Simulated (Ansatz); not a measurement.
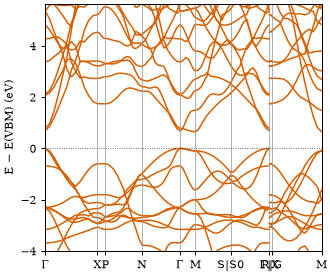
*Band structure from r²SCAN in the plane-wave PAW code Ansatz*

Task: Read off the gap and where the band edges lie.

Result: About 0.7 eV (0.65 eV by a search for the band edges); maximum at Γ, minimum at M.

Task: Which compound is it?
A) ZnSiP2, chalcopyrite
B) Ba2Zn3As2O2, I4/mmm (Pearson symbol tI18)
C) HgBr, I4/mmm (Hg on 4e, Br on 4e)
D) Ta2O5, I4/mmm (Ta on 4e, O on 2a, O on 8f)

Result: B, Ba2Zn3As2O2, I4/mmm (Pearson symbol tI18)

The workflow started from a Materials Project entry (that database holds measured and hypothetical structures alike); the Crystallography Open Database copy checked does not list it. Whether it is the stable phase at ambient conditions was not checked. The r²SCAN relaxation kept the symmetry of its start; its stability against distortions is not shown here. Scalar-relativistic: spin–orbit coupling is off unless named, which matters more the heavier the elements.

Potentials: the later of the program's two PAW sets.
